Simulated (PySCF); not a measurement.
# C₂H₁₅NSi₄: NMR shifts and K edges in gas and solvents

Aim: compute the NMR shifts and K edges of C₂H₁₅NSi₄ (`CN(C)[SiH2][SiH]([SiH3])[SiH3]`), and see what a dielectric continuum does where one was used.

Computed with PySCF 2.14.0, with density-fitted response routines of our own, on a single molecule, in the gas phase or a continuum. Atoms count from 0, in the outputs and in this text.

**1. The molecule as given**

22 atoms, charge 0, multiplicity 1; geometry from: GFN2-xTB.

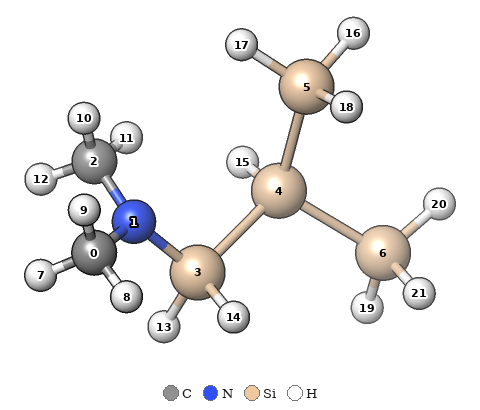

The starting geometry (carbon grey, nitrogen blue, silicon light orange, hydrogen white), atoms numbered.

**2. Optimising the geometry at PBE0-D3(BJ)/def2-SVP**

Job settings and geometry (Å):

```
{"job": {"xc": "PBE0", "basis": "def2-SVP", "d3": "d3bj", "grid": 1, "kind": "geom"}, "charge": 0, "multiplicity": 1}
C      2.717887     1.176110    -0.894341
N      1.695048     0.311535    -0.365925
C      2.206838    -0.557400     0.660710
Si     0.300686    -0.106410    -1.286963
Si    -1.386005    -0.701845     0.193536
Si    -1.416570     0.539913     2.165669
Si    -3.437620    -0.747953    -0.894300
H      3.533435     0.608645    -1.359987
H      2.287702     1.837920    -1.640388
H      3.142644     1.782188    -0.088518
H      2.637472     0.037088     1.472553
H      1.406449    -1.172117     1.066399
H      2.992568    -1.220475     0.275544
H      0.566800    -1.109268    -2.343722
H     -0.007264     1.135618    -2.009044
H     -1.141932    -2.108416     0.613598
H     -2.424066     0.078356     3.126633
H     -0.147732     0.531521     2.900434
H     -1.725846     1.947609     1.898253
H     -3.515171    -1.758143    -1.952669
H     -4.565044    -1.020006     0.000675
H     -3.730688     0.534916    -1.538998
```

Launch:

```bash
$ OMP_NUM_THREADS=1 python probes_run.py task.json out
```

This one command runs all jobs of the session in turn.

Log:

```text
step   0  E = -1296.85258952  max force = 0.011823
step   1  E = -1296.86010190  max force = 0.002861
step   2  E = -1296.86054890  max force = 0.001417
step   3  E = -1296.86065482  max force = 0.003672
step   4  E = -1296.86077735  max force = 0.001596
step   5  E = -1296.86083933  max force = 0.001094
step   6  E = -1296.86094640  max force = 0.000648
step   7  E = -1296.86097213  max force = 0.000312
step   8  E = -1296.86102351  max force = 0.000709
step   9  E = -1296.86105588  max force = 0.000901
step  10  E = -1296.86107692  max force = 0.000801
step  11  E = -1296.86108345  max force = 0.000391
optimisation converged
```

Wall time 12 min (1 thread, shared host).

Relaxation path:

| step | energy from step 0 (eV) | largest force component (eV/Å) |
| --- | --- | --- |
| 0 | 0.0000 | 0.6080 |
| 1 | -0.2044 | 0.1471 |
| 2 | -0.2166 | 0.0729 |
| 3 | -0.2195 | 0.1888 |
| 4 | -0.2228 | 0.0821 |
| 5 | -0.2245 | 0.0563 |
| 6 | -0.2274 | 0.0333 |
| 7 | -0.2281 | 0.0160 |
| 8 | -0.2295 | 0.0365 |
| 9 | -0.2304 | 0.0463 |
| 10 | -0.2310 | 0.0412 |
| 11 | -0.2311 | 0.0201 |

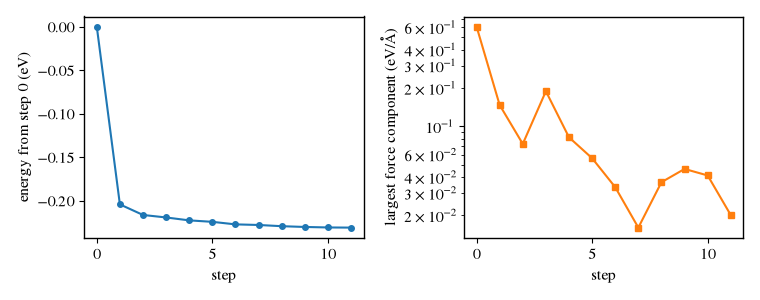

Energy and force, step by step.

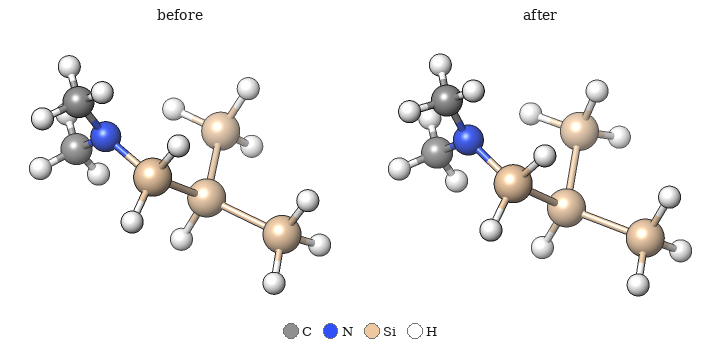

Before and after, at one scale.

Distances of close pairs at the start and the end, largest changes first:

| bond | before (Å) | after (Å) | change (Å) |
| --- | --- | --- | --- |
| Si6–H19 | 1.465 | 1.496 | +0.031 |
| Si6–H20 | 1.465 | 1.496 | +0.031 |
| Si6–H21 | 1.465 | 1.496 | +0.031 |
| Si5–H16 | 1.467 | 1.497 | +0.030 |
| Si5–H18 | 1.466 | 1.496 | +0.030 |
| Si5–H17 | 1.466 | 1.495 | +0.029 |
| Si3–H14 | 1.469 | 1.496 | +0.027 |
| Si3–H13 | 1.481 | 1.506 | +0.025 |

The end geometry stands in the next job.

| at the end point | value |
| --- | --- |
| point group (found at 0.08 Å tolerance) | C1 |
| rotational constants (GHz, main isotopes) | 1.639, 0.654, 0.536 |
| dipole moment (D) | 1.33 |

**3. Shielding tensors: PBE0/pcSseg-1 in chloroform**

Job settings and geometry (Å):

```
{"job": {"kind": "nmr", "xc": "PBE0", "basis": "pcSseg-1", "solvent": "chloroform", "pop": true}, "charge": 0, "multiplicity": 1}
C      2.583347     1.291882    -0.775521
N      1.672033     0.275064    -0.311108
C      2.234029    -0.604752     0.682876
Si     0.307852    -0.230798    -1.269948
Si    -1.386028    -0.918327     0.201468
Si    -1.284606     0.641467     1.949677
Si    -3.476987    -0.784353    -0.845820
H      3.479455     0.872840    -1.277582
H      2.083528     1.964102    -1.488467
H      2.939516     1.909532     0.069391
H      2.595248    -0.031386     1.556215
H      1.475515    -1.314763     1.050298
H      3.087654    -1.201010     0.300637
H      0.600998    -1.300625    -2.288576
H     -0.167737     0.973696    -2.018998
H     -1.169025    -2.305630     0.728433
H     -2.436425     0.497800     2.894508
H     -0.016533     0.488323     2.726870
H     -1.328331     2.015291     1.360050
H     -3.547182    -1.698954    -2.027463
H     -4.572639    -1.146573     0.105580
H     -3.694988     0.619154    -1.315251
```

Level: GIAO PBE0/pcSseg-1 NMR shielding, non-relativistic, IEF-PCM chloroform.

Log:

```text
coarse grid: 19032 points
cycle   1  E = -1297.1825723298  dE = -1.351e-02  |g| = 3.210e-01  |ddm| = 4.048e+00
cycle   2  E = -1297.1681636577  dE =  1.441e-02  |g| = 4.136e-01  |ddm| = 9.085e-01
cycle   3  E = -1297.2075077471  dE = -3.934e-02  |g| = 6.723e-02  |ddm| = 5.808e-01
cycle   4  E = -1297.2083031595  dE = -7.954e-04  |g| = 2.120e-02  |ddm| = 7.064e-02
cycle   5  E = -1297.2083978094  dE = -9.465e-05  |g| = 5.062e-03  |ddm| = 1.749e-02
cycle   6  E = -1297.2084032250  dE = -5.416e-06  |g| = 4.268e-04  |ddm| = 4.489e-03
final grid: 161696 points
cycle   7  E = -1297.2446081891  dE = -2.529e-05  |g| = 6.522e-03  |ddm| = 2.447e-02
cycle   8  E = -1297.2446023895  dE =  5.800e-06  |g| = 8.039e-03  |ddm| = 1.560e-02
cycle   9  E = -1297.2446181855  dE = -1.580e-05  |g| = 1.152e-03  |ddm| = 9.371e-03
cycle  10  E = -1297.2446184375  dE = -2.520e-07  |g| = 2.352e-04  |ddm| = 1.214e-03
cycle  11  E = -1297.2446184482  dE = -1.073e-08  |g| = 3.113e-05  |ddm| = 1.637e-04
cycle  12  E = -1297.2446184484  dE = -2.042e-10  |g| = 1.016e-05  |ddm| = 6.225e-05
converged SCF energy = -1297.2446184484

GIAO shielding tensors (ppm)
atom      isotropic    diamagn.    paramagn.     s11        s22        s33       span
  0 C      141.262     241.702    -100.440    118.652    119.920    185.215     66.564
  1 N      253.025     329.546     -76.521    221.630    263.359    274.086     52.456
  2 C      144.306     246.482    -102.175    122.521    128.981    181.416     58.895
  3 Si     380.992     882.749    -501.757    300.129    363.416    479.430    179.301
  4 Si     482.345     884.583    -402.238    476.655    479.573    490.808     14.154
  5 Si     453.533     881.688    -428.155    442.113    450.774    467.714     25.601
  6 Si     456.939     880.194    -423.255    449.268    453.303    468.247     18.979
  7 H       28.748      26.869       1.879     24.242     25.894     36.110     11.868
  8 H       28.475      29.253      -0.778     23.706     27.047     34.672     10.966
  9 H       28.762      28.499       0.263     24.031     26.491     35.764     11.733
 10 H       28.850      30.567      -1.717     24.645     26.621     35.283     10.638
 11 H       28.644      32.322      -3.678     23.569     29.831     32.532      8.964
 12 H       28.883      28.969      -0.086     24.568     26.160     35.921     11.353
 13 H       26.134      30.828      -4.694     21.519     25.199     31.683     10.164
 14 H       26.563      32.369      -5.806     22.824     26.485     30.381      7.558
 15 H       27.938      31.679      -3.741     24.190     25.954     33.672      9.482
 16 H       27.660      29.791      -2.131     23.900     25.433     33.646      9.747
 17 H       27.625      30.837      -3.212     23.462     27.203     32.208      8.747
 18 H       27.780      30.834      -3.054     24.828     26.013     32.500      7.672
 19 H       27.621      28.671      -1.050     23.842     25.548     33.474      9.632
 20 H       27.586      28.488      -0.901     23.931     25.405     33.422      9.490
 21 H       27.752      29.153      -1.401     24.363     26.166     32.726      8.363
```

It took 2.5 min on 1 thread, shared host.

Shifts follow as δ = σ(reference) − σ, with reference shieldings (ppm) from runs at the same level and on the same kind of geometry: 1H TMS 31.25, 13C TMS 185.2, 29Si TMS 351.9, 15N NH3 267.8. The references are single molecules in the same continuum, so shifts against H2O, NH3, PH3, H3PO4 or CFCl3 are not on the usual liquid scales and can be off by tens of ppm. Atoms listed in one row are averaged.

| atoms | environment | σ (ppm) | δ (ppm) |
| --- | --- | --- | --- |
| C0, C2 | methyl carbon bonded to N | 142.8 | 42.4 |
| H13, H14 | hydrogen on a silicon bonded to N, Si | 26.35 | 4.90 |
| H16, H17, H18, H19, H20, H21 | hydrogen on a silicon bonded to Si | 27.67 | 3.58 |
| H15 | hydrogen on a silicon bonded to 3 Si | 27.94 | 3.31 |
| H7, H8, H9, H10, H11, H12 | hydrogen on a methyl carbon bonded to N | 28.73 | 2.52 |
| N1 | nitrogen bonded to 2 C, Si | 253.0 | 14.8 |
| Si3 | silicon bonded to N, Si, 2 H | 381.0 | -29.1 |
| Si5, Si6 | silicon bonded to Si, 3 H | 455.2 | -103.4 |
| Si4 | silicon bonded to 3 Si, H | 482.3 | -130.5 |

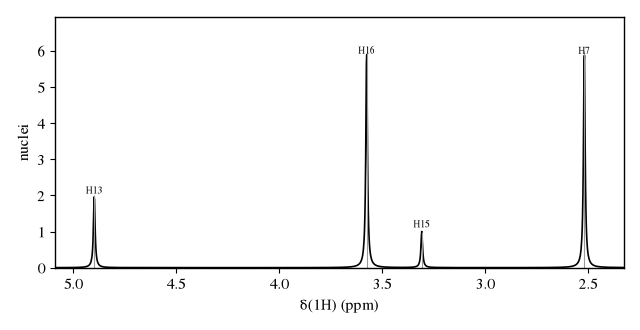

1H lines at the computed shifts, without couplings. Lines are broadened to a width of 0.01 ppm (Lorentzian).

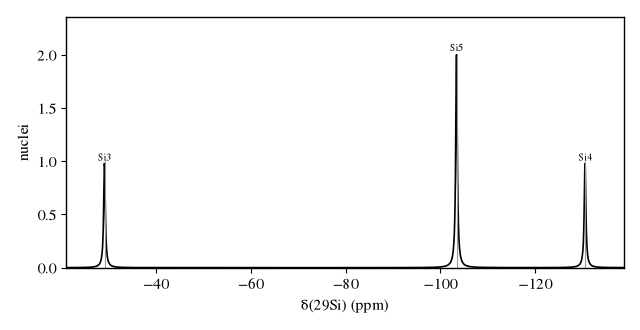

29Si lines at the computed shifts, without couplings. Lines are broadened to a width of 0.41 ppm (Lorentzian).

Charges from the same density, by scheme (e):

| atoms | Mulliken | IAO | Hirshfeld | ESP fit |
| --- | --- | --- | --- | --- |
| C0, C2 | -0.09 | -0.29 | -0.07 | -0.31 |
| N1 | -0.80 | -0.50 | -0.17 | -0.10 |
| Si3 | 0.59 | 0.61 | 0.27 | 0.35 |
| Si4 | -0.38 | -0.03 | 0.08 | -0.03 |
| Si5, Si6 | 0.27 | 0.30 | 0.21 | 0.20 |

ESP fit charges:

C0 -0.37; N1 -0.10; C2 -0.25; Si3 0.35; Si4 -0.03; Si5 0.21; Si6 0.20; H7 0.13; H8 0.13; H9 0.12; H10 0.11; H11 0.10; H12 0.09; H13 -0.12; H14 -0.09; H15 -0.04; H16 -0.07; H17 -0.08; H18 -0.08; H19 -0.06; H20 -0.06; H21 -0.07

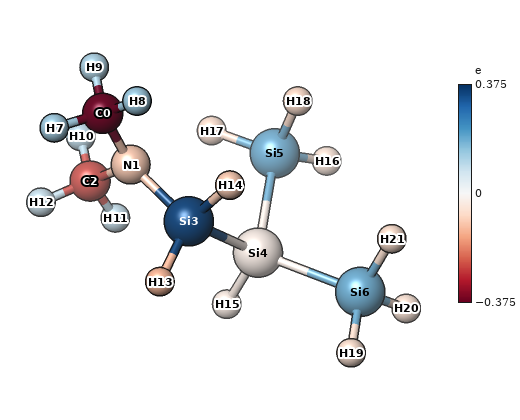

ESP fit charges, as colours on the atoms.

Mayer bond orders: C0–N1 0.96, N1–C2 0.95, N1–Si3 0.96, Si3–Si4 0.85, Si4–Si5 0.87, Si4–Si6 0.90.

**4. Nuclear shieldings: PBE0/pcSseg-1 in cyclohexane**

Same as in step 3 but for these lines:

```diff
@@ -1,2 +1,2 @@
-{"job": {"kind": "nmr", "xc": "PBE0", "basis": "pcSseg-1", "solvent": "chloroform", "pop": true}, "charge": 0, "multiplicity": 1}
+{"job": {"kind": "nmr", "xc": "PBE0", "basis": "pcSseg-1", "solvent": "cyclohexane", "pop": false}, "charge": 0, "multiplicity": 1}
 C      2.583347     1.291882    -0.775521
```

Method: GIAO PBE0/pcSseg-1 NMR shielding, non-relativistic, IEF-PCM cyclohexane.

Log:

```text
coarse grid: 19032 points
cycle   1  E = -1297.1816299706  dE = -1.278e-02  |g| = 3.233e-01  |ddm| = 4.049e+00
cycle   2  E = -1297.1658354627  dE =  1.579e-02  |g| = 4.216e-01  |ddm| = 9.165e-01
cycle   3  E = -1297.2068992658  dE = -4.106e-02  |g| = 6.827e-02  |ddm| = 5.945e-01
cycle   4  E = -1297.2077255751  dE = -8.263e-04  |g| = 2.133e-02  |ddm| = 7.219e-02
cycle   5  E = -1297.2078210991  dE = -9.552e-05  |g| = 5.236e-03  |ddm| = 1.770e-02
cycle   6  E = -1297.2078269031  dE = -5.804e-06  |g| = 4.618e-04  |ddm| = 4.611e-03
final grid: 161696 points
cycle   7  E = -1297.2440367842  dE = -2.511e-05  |g| = 6.551e-03  |ddm| = 2.444e-02
cycle   8  E = -1297.2440305275  dE =  6.257e-06  |g| = 8.167e-03  |ddm| = 1.569e-02
cycle   9  E = -1297.2440468514  dE = -1.632e-05  |g| = 1.175e-03  |ddm| = 9.584e-03
cycle  10  E = -1297.2440471164  dE = -2.649e-07  |g| = 2.365e-04  |ddm| = 1.244e-03
cycle  11  E = -1297.2440471272  dE = -1.087e-08  |g| = 3.059e-05  |ddm| = 1.627e-04
cycle  12  E = -1297.2440471274  dE = -1.914e-10  |g| = 1.039e-05  |ddm| = 5.960e-05
converged SCF energy = -1297.2440471274

GIAO shielding tensors (ppm)
atom      isotropic    diamagn.    paramagn.     s11        s22        s33       span
  0 C      141.103     241.596    -100.493    118.536    119.781    184.993     66.457
  1 N      253.140     329.526     -76.387    221.639    263.387    274.393     52.755
  2 C      144.161     246.369    -102.208    122.376    128.870    181.237     58.861
  3 Si     380.831     882.765    -501.933    299.932    363.235    479.327    179.395
  4 Si     482.807     884.633    -401.826    476.901    480.215    491.304     14.403
  5 Si     453.630     881.674    -428.043    442.370    451.045    467.476     25.106
  6 Si     457.154     880.193    -423.039    449.492    453.608    468.362     18.870
  7 H       28.771      26.888       1.883     24.265     25.923     36.125     11.860
  8 H       28.500      29.287      -0.787     23.737     27.073     34.690     10.952
  9 H       28.781      28.516       0.264     24.055     26.514     35.773     11.718
 10 H       28.869      30.578      -1.709     24.663     26.652     35.293     10.631
 11 H       28.670      32.359      -3.689     23.600     29.867     32.544      8.944
 12 H       28.909      28.983      -0.074     24.594     26.192     35.939     11.345
 13 H       26.106      30.776      -4.670     21.494     25.169     31.656     10.162
 14 H       26.561      32.356      -5.795     22.812     26.487     30.383      7.571
 15 H       27.957      31.710      -3.753     24.206     25.974     33.691      9.485
 16 H       27.647      29.767      -2.120     23.876     25.418     33.646      9.769
 17 H       27.624      30.815      -3.191     23.454     27.208     32.209      8.755
 18 H       27.760      30.791      -3.031     24.797     25.989     32.493      7.695
 19 H       27.613      28.650      -1.037     23.826     25.538     33.476      9.649
 20 H       27.575      28.467      -0.892     23.912     25.390     33.421      9.509
 21 H       27.742      29.126      -1.384     24.345     26.152     32.729      8.384
```

It took 2.3 min on 1 thread, shared host.

Key values: δ C0 42.2, N1 13.7, Si3 -28.9, Si5 -103.5, H13 4.92, H16 3.60 ppm (means over like atoms).

**5. Core excitations: BHandHLYP/def2-SVPD+aug-pcX-1+pcseg-1**

Same as in step 4 but for these lines:

```diff
@@ -1,2 +1,2 @@
-{"job": {"kind": "nmr", "xc": "PBE0", "basis": "pcSseg-1", "solvent": "cyclohexane", "pop": false}, "charge": 0, "multiplicity": 1}
+{"job": {"kind": "xas", "xc": "BHandHLYP", "basis": {"default": "aug-pcX-1", "H": "pcseg-1", "Si": "def2-SVPD"}}, "charge": 0, "multiplicity": 1}
 C      2.583347     1.291882    -0.775521
```

Method: core-valence-separated TDA BHandHLYP/aug-pcX-1 H:pcseg-1 Si:def2-SVPD, K edges, non-relativistic, gas phase.

Log:

```text
coarse grid: 19032 points
cycle   1  E = -1297.3386911481  dE =  5.535e-04  |g| = 3.064e-01  |ddm| = 4.692e+00
cycle   2  E = -1297.3574120637  dE = -1.872e-02  |g| = 2.341e-01  |ddm| = 7.149e-01
cycle   3  E = -1297.3688893222  dE = -1.148e-02  |g| = 8.084e-02  |ddm| = 3.072e-01
cycle   4  E = -1297.3703045284  dE = -1.415e-03  |g| = 1.178e-02  |ddm| = 8.716e-02
cycle   5  E = -1297.3703478905  dE = -4.336e-05  |g| = 3.480e-03  |ddm| = 2.912e-02
cycle   6  E = -1297.3703513726  dE = -3.482e-06  |g| = 6.819e-04  |ddm| = 5.129e-03
final grid: 161696 points
cycle   7  E = -1297.4853418199  dE = -3.882e-05  |g| = 2.590e-03  |ddm| = 4.981e-02
cycle   8  E = -1297.4853422001  dE = -3.801e-07  |g| = 2.180e-03  |ddm| = 6.746e-03
cycle   9  E = -1297.4853433497  dE = -1.150e-06  |g| = 3.654e-04  |ddm| = 2.287e-03
cycle  10  E = -1297.4853433733  dE = -2.362e-08  |g| = 1.719e-04  |ddm| = 5.383e-04
cycle  11  E = -1297.4853433793  dE = -5.939e-09  |g| = 1.570e-05  |ddm| = 1.650e-04
cycle  12  E = -1297.4853433794  dE = -1.050e-10  |g| = 5.411e-06  |ddm| = 5.049e-05
converged SCF energy = -1297.4853433794

C K edge
   eV          f      from atoms
  286.133   0.01515   C0
  286.150   0.01257   C2
  286.666   0.02445   C2
  286.738   0.01559   C0
  286.986   0.01127   C2
  286.994   0.03103   C0
  287.046   0.02531   C0
  287.060   0.03512   C2
  287.669   0.00181   C0
  287.692   0.00289   C2
  287.712   0.00111   C2
  287.814   0.00164   C0

N K edge
   eV          f      from atoms
  399.537   0.01089   N1
  400.557   0.00493   N1
  400.746   0.00606   N1
  400.791   0.00234   N1
  401.140   0.00631   N1
  401.241   0.00651   N1
  401.428   0.00641   N1
  401.522   0.00303   N1
```

Run time: 2.1 min. Hardware: 1 thread, shared host.

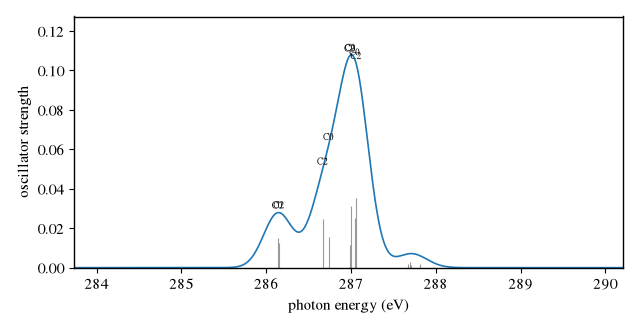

The C K edge. Lines are broadened to a width of 0.40 eV (Gaussian).

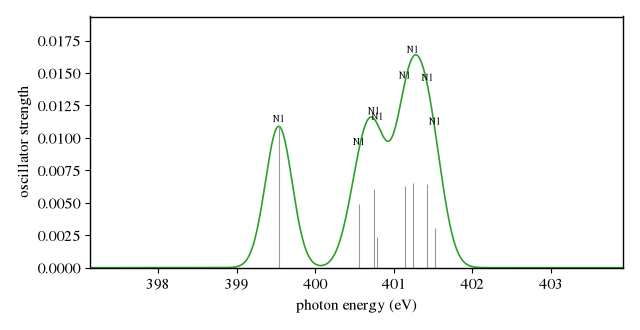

The N K edge. Lines are broadened to a width of 0.40 eV (Gaussian).

**6. Comparing the runs: NMR shifts**

Shifts (ppm) of some atoms, chosen among heavy atoms and hydrogens apart, means over like atoms, with basis size and wall time:

| run | C0 | H13 | H16 | N1 | Si3 | Si5 | Si4 | functions | time |
| --- | --- | --- | --- | --- | --- | --- | --- | --- | --- |
| PBE0/pcSseg-1 in chloroform | 42.4 | 4.90 | 3.58 | 14.8 | -29.1 | -103.4 | -130.5 | 222 | 2.5 min |
| PBE0/pcSseg-1 in cyclohexane | 42.2 | 4.92 | 3.60 | 13.7 | -28.9 | -103.5 | -130.9 | 222 | 2.3 min |

The continuum's effect on the ground state:

| solvent | ε | polarisation energy (Eh) | μ (D) |
| --- | --- | --- | --- |
| cyclohexane | 2.02 | -0.0007 | 1.42 |
| chloroform | 4.71 | -0.0013 | 1.50 |

**7. What came out**

```
                                                                            quantity                                                  value
                                                                         point group                                                     C1
                                                rotational constants (main isotopes)                                   1.64, 0.65, 0.54 GHz
 13C shifts against TMS (PBE0/pcSseg-1, chloroform, means over atoms taken as alike)                                               42.4 ppm
  1H shifts against TMS (PBE0/pcSseg-1, chloroform, means over atoms taken as alike)                             4.90, 3.58, 3.31, 2.52 ppm
                                  15N shifts against NH3 (PBE0/pcSseg-1, chloroform)                                               14.8 ppm
29Si shifts against TMS (PBE0/pcSseg-1, chloroform, means over atoms taken as alike)                              -29.1, -103.4, -130.5 ppm
                                                                            C K edge  first line 286.13 eV, strongest 287.06 eV (f = 0.035)
                                                                            N K edge  first line 399.54 eV, strongest 399.54 eV (f = 0.011)
                                                            range of the shift of N1                                       13.7 to 14.8 ppm
```

Relaxing lowered the energy by 0.231 eV in 11 steps; the close pair that moved most is Si6–H19, from 1.465 to 1.496 Å. At PBE0/pcSseg-1: The widest tensor belongs to Si3: span 179 ppm, with a paramagnetic part of -502 ppm. At the C edge the strongest single line lifts a 1s electron of C2 into several orbitals, led by LUMO+9 (weight 0.20), 0.9 eV above the first line. At the N edge the strongest single line lifts a 1s electron of N1 into LUMO (weight 0.72), and it is the first line. Absolute edge energies from this method are off by several eV; spacings are better. Across the 2 runs the shift of N1 moves most, between 13.7 (PBE0/pcSseg-1 in cyclohexane) and 14.8 ppm (PBE0/pcSseg-1 in chloroform). Most of that comes from the computed reference, not from the atom's own shielding. The continuum holds electrostatics alone: no hydrogen bonds to the solvent, and the gas-phase geometry is kept.
